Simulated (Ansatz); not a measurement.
Cost and result by functional for the surface energy of the (100) surface of fcc Rh in its 1x1 cell, outermost plane spacing 1.92 Å in the ideal cut, in Ansatz (plane waves, PAW). Single points on the PBE structure, on one kind of machine; costs are rough ratios of the slab run's core time (references not counted) to the cheapest single point. r2SCAN's cost holds its higher cutoff (500 against 420 eV). Differences are taken against r2SCAN for comparison alone: no measured value is at hand, so the table doesn't rank accuracy.

Slab: 6 atoms, 9.6 Å thick at the start (thin: gaps and levels are the slab's own); k 14x14x1, smearing 0.1 eV, dipole-corrected; all atoms relaxed; start symmetry kept, larger cells not searched; no spin, no spin-orbit, no U. These notes are the PBE run's.

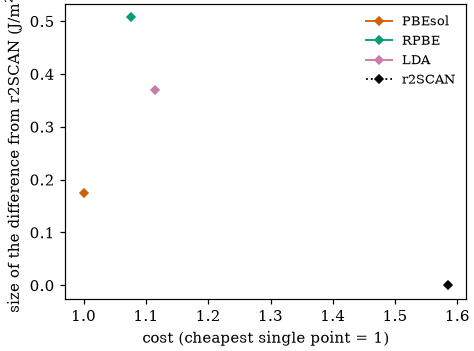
Figure. Difference from r2SCAN against cost

```csv
functional,relative cost,surface energy (J/m²),less r2SCAN (J/m²)
PBEsol,1,2.81,0.18
RPBE,1,2.13,-0.51
LDA,1,3.00,0.37
r2SCAN,2,2.64,0.00
PBE (the relaxed run's value),–,2.39,-0.25
```

The values span 0.88 J/m², while the single points' costs differ by a factor of roughly 2. Differences are of unrounded values.

Ansatz is a program for electronic structure.
